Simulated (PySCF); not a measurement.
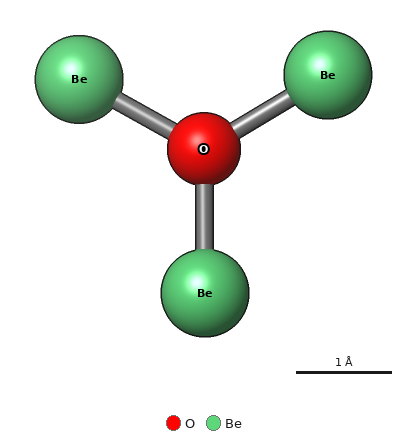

Fig. 1: The structure (ball-and-stick view, seen on its broad side). Sticks mark near contacts. Bond lengths as drawn: Be–O 1.52 Å.

**Frequency calculation of Be3O (charge +1)**

Be3O, charge +1, multiplicity 4, computed with UKS-based PBE0, O def2-TZVP, Be def2-TZVP; non-relativistic Hamiltonian; density fitting (PySCF 2.14.0).

Output:
```
init E= -119.032382187521
  alpha nocc = 11  HOMO = -0.412229048485948  LUMO = -0.194271349693737
  beta  nocc = 8  HOMO = -0.658981283026566  LUMO = -0.299133577776953
  HOMO = -0.412229048486  LUMO = -0.299133577777  gap/eV = 3.07748
cycle= 1 E= -119.032382187522  delta_E= -7.11e-13  |g|= 2.99e-07  |ddm|= 2.81e-07
  alpha nocc = 11  HOMO = -0.412229058861862  LUMO = -0.19427136368197
  beta  nocc = 8  HOMO = -0.658981458084089  LUMO = -0.299133601999959
  HOMO = -0.412229058862  LUMO = -0.299133602  gap/eV = 3.07748
Extra cycle  E= -119.032382187521  delta_E= 6.82e-13  |g|= 4.99e-07  |ddm|= 3.5e-07
converged SCF energy = -119.032382187521  <S^2> = 3.7509479  2S+1 = 4.0004739
```

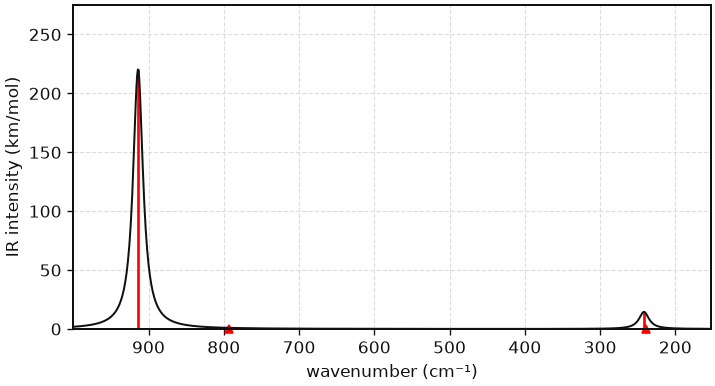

Fig. 2: Harmonic infrared spectrum, unscaled: sticks (degenerate modes added up, dark ones marked on the axis) with a Lorentzian envelope of 16 cm⁻¹ full width, scaled to the tallest stick. 6 modes from 239 to 914 cm⁻¹, none imaginary. The strongest line is at 914 cm⁻¹ (220 km/mol). All modes, in cm⁻¹ (km/mol): 239 (0.0), 242 (7.2), 242 (7.2), 793 (0.0), 914 (110), 914 (110).

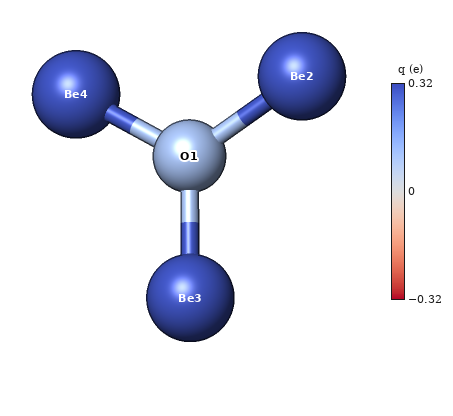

Fig. 3: Mulliken charges, as the colour of each atom (ball-and-stick view, seen at a tilt; atoms are numbered from 1 in the order of the input). By element: O +0.10 and Be +0.30 e.

The run was set up as follows.

The input:
```python
from pyscf import gto, scf, dft
mol = gto.M(atom='''
O      0.000000     0.000000    -0.000000
Be     0.000546     0.000000     1.521406
Be     1.317304     0.000000    -0.761176
Be    -1.317849     0.000000    -0.760231''',
    basis={'O': 'def2-TZVP', 'Be': 'def2-TZVP'},
    charge=1, spin=3)
mf = dft.UKS(mol, xc='PBE0')
mf.grids.atom_grid = (75, 302)
aux = {'O': 'def2-universal-JKFIT', 'Be': 'def2-universal-JKFIT'}
mf = mf.density_fit(auxbasis=aux)
mf.conv_tol = 1e-09
mf.diis_space = 10
mf.max_cycle = 60
mf.verbose = 4
mf.kernel()
```

The script is an equivalent of the set-up of the self-consistent field. The run itself was carried out by a driver, which started from the orbitals of the step before it where there was one and computed the further properties.

Launch command:
```bash
OMP_NUM_THREADS=2 python axn.py task.json out
```

Key numbers:

| quantity | value |
| --- | --- |
| outcome | converged |
| total energy | −119.032382 hartree |
| ⟨S²⟩ | 3.751 |
| zero-point energy | 0.007615 hartree |
| wavenumbers, lowest and highest | 239 and 914 cm⁻¹ |
| hardware | 2 threads of Arm Neoverse N1, 98 GiB of memory available, shared host |
| wall time | 28 s (CPU time 48 s) |
| peak memory | 0.98 GiB |
